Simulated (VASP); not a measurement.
Band structure of BaZrO$_{3}$ (cubic perovskite). Method: SCAN meta-GGA, VASP's PBE PAW potentials (set 64) (plane waves; VASP 6.6.1).

Unless said otherwise, spin-orbit coupling is left out, though it shifts the bands of the heavy elements here.

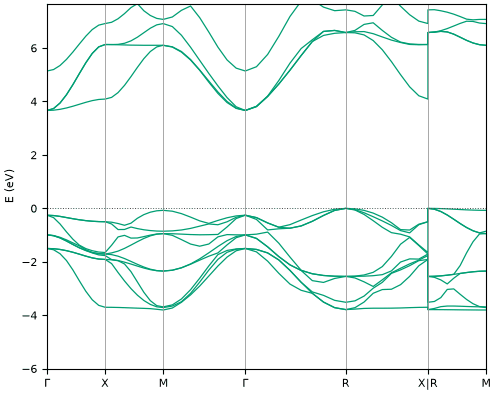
Figure. Bands along high-symmetry lines, zero at the valence-band maximum or, without a gap, the Fermi level

**Question.** Read the plot: is there a gap, and where are the band edges?

**Answer.** The gap is indirect, 3.66 eV, from the valence maximum at R to the conduction minimum at Γ.

The compound is BaZrO3 in the cubic perovskite structure. It was relaxed first.
